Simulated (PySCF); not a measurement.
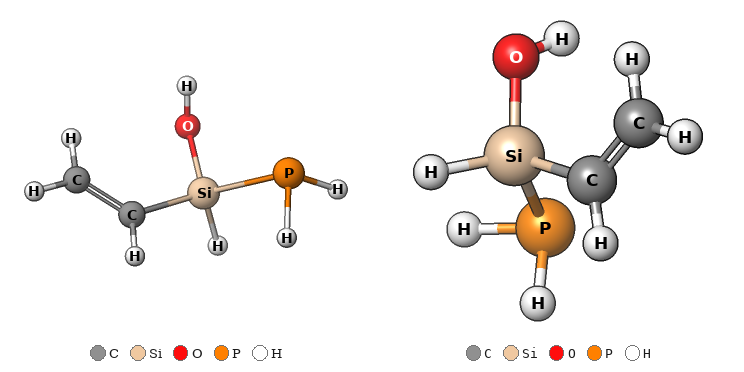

The same structure drawn twice, from different directions.

**Give the formula.**

C₂H₇OPSi, 12 atoms: 2 carbon, 7 hydrogen, 1 oxygen, 1 phosphorus and 1 silicon.

**Describe its rings.**

It has no ring.

**Which point group does it belong to?**

C1.

**Give a SMILES string for it.**

C=C[Si@@H](O)P

**Count the bonded pairs by element.**

3 C–H, 2 P–H, 1 C–C, 1 C–Si, 1 O–Si, 1 P–Si, 1 Si–H, 1 O–H.

More results for the same structure follow; atom numbers are the same in all pictures, views and colours differ. The geometry was computed by an optimisation with PBE0-D3(BJ)/def2-SVP. No frequency run is at hand to confirm it as a minimum.

Geometry

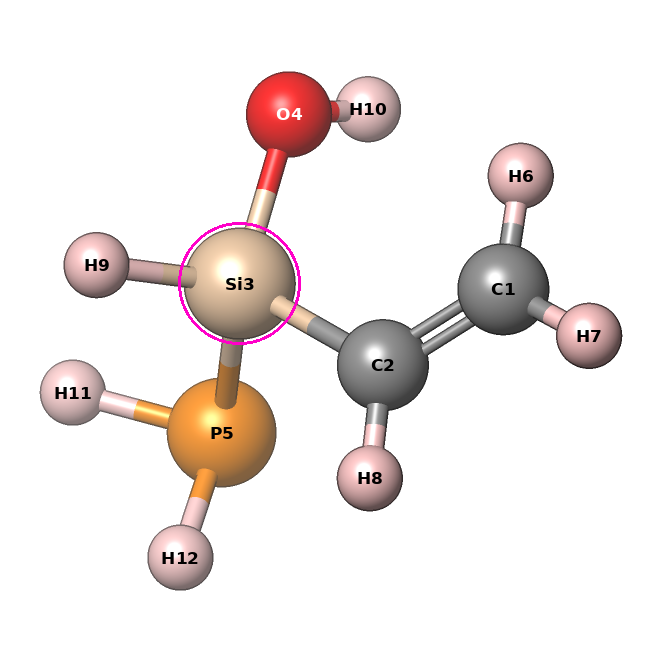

Atoms fade into the background with distance from the viewer. Circles mark the stereogenic atoms. No frequency run is at hand to confirm it as a minimum.

**Assign CIP descriptors.**

Si3: S (priorities P5 > O4 > C2 > H9).

NMR shielding

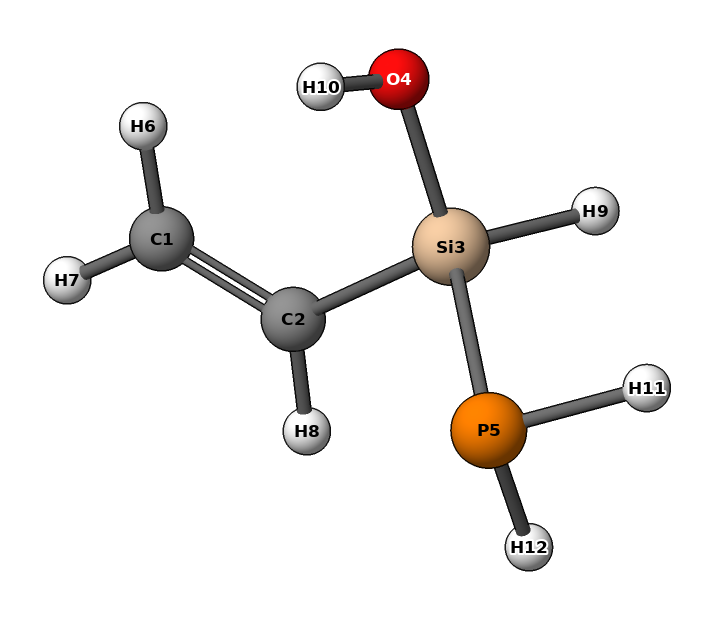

The questions are on isotropic NMR shieldings of the H atoms. No frequency run is at hand to confirm it as a minimum. Properties computed with GIAO PBE0/6-31G NMR shielding, non-relativistic, gas phase (PySCF 2.14.0).

Give the isotropic NMR shieldings of the H atoms atom by atom.

```
atom  σ (ppm)
  H6    25.97
  H7    25.90
  H8    26.27
  H9    26.71
 H10    32.91
 H11    30.76
 H12    31.23
```

Quadrupole coupling

No frequency run is at hand to confirm it as a minimum. Electric field gradients from the ground-state density, PBE0/STO-3G (PySCF 2.14.0), non-relativistic apart from any core potentials.

Give the largest field-gradient component, the quadrupole coupling constant and the asymmetry for 17O at O4 (Q = −25.6 mb), 2H at H6 (Q = 2.86 mb), 2H at H7 (Q = 2.86 mb).

| atom | V_zz (a.u.) | e²qQ/h (MHz) | η |
| --- | --- | --- | --- |
| O4 | 2.191 | −13.18 | 0.86 |
| H6 | 0.292 | 0.196 | 0.04 |
| H7 | 0.295 | 0.198 | 0.02 |

Dipole moment

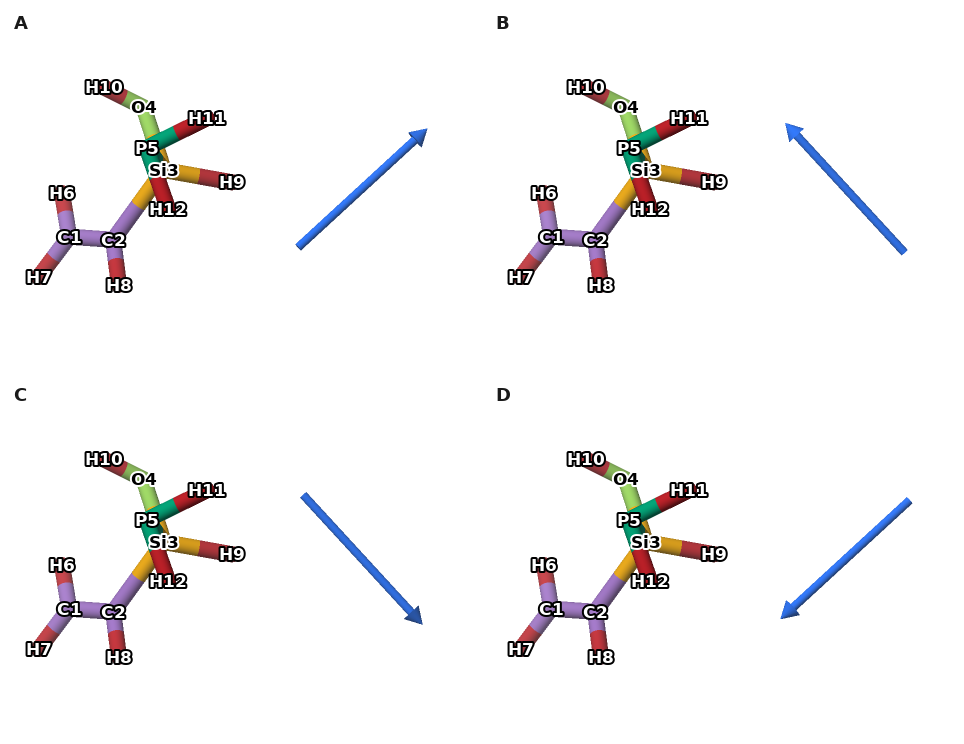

The same molecule four times, each with an arrow. No frequency run is at hand to confirm it as a minimum. Method: mPW1PW91/pcSseg-2, gas phase (PySCF 2.14.0).

**Which arrow points along the dipole moment, from the negative to the positive end?**

D. The dipole moment is 1.12 D; it points from the side of H11 to the side of H7 (the outermost atoms at the two ends).

Charges

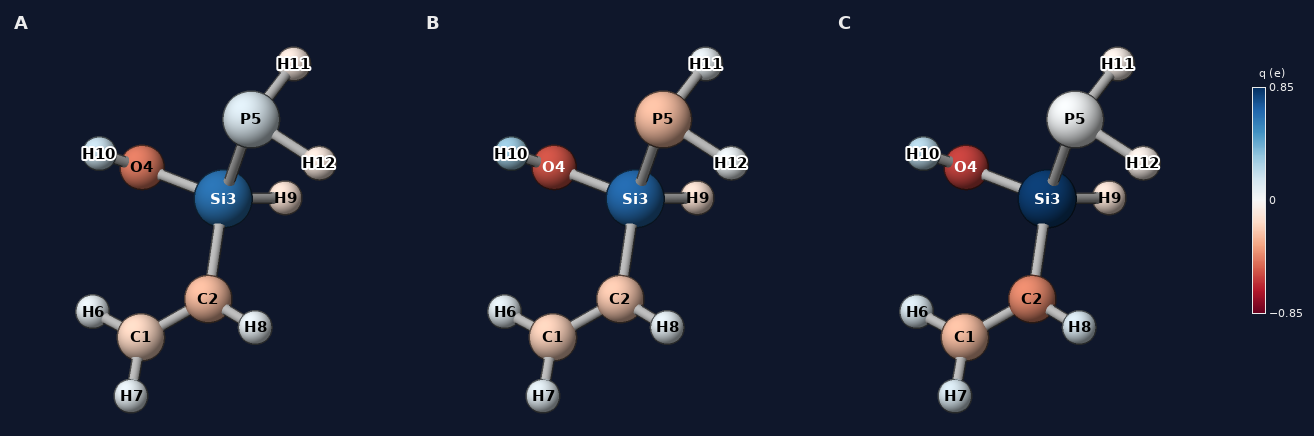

Atomic charges of one calculation by 3 schemes, on one colour scale. No frequency run is at hand to confirm it as a minimum. Level of theory: PBE0/STO-3G (PySCF 2.14.0).

**The schemes are ESP-fitted, IAO, Mulliken. Which panel shows which?**

A Mulliken, B ESP-fitted, C IAO.

List the charges (e), one line for each set of equivalent atoms.

| atom | Mulliken | ESP-fitted | IAO |
| --- | --- | --- | --- |
| C1 | −0.17 | −0.20 | −0.26 |
| C2 | −0.26 | −0.23 | −0.40 |
| Si3 | 0.63 | 0.66 | 0.80 |
| O4 | −0.43 | −0.53 | −0.57 |
| P5 | 0.11 | −0.26 | 0.02 |
| H6 | 0.07 | 0.08 | 0.12 |
| H7 | 0.08 | 0.09 | 0.13 |
| H8 | 0.07 | 0.08 | 0.13 |
| H9 | −0.12 | −0.12 | −0.11 |
| H10 | 0.19 | 0.31 | 0.24 |
| H11 | −0.08 | 0.06 | −0.05 |
| H12 | −0.08 | 0.05 | −0.05 |

Mulliken values depend strongly on the basis set and can even reverse the polarity of a bond.
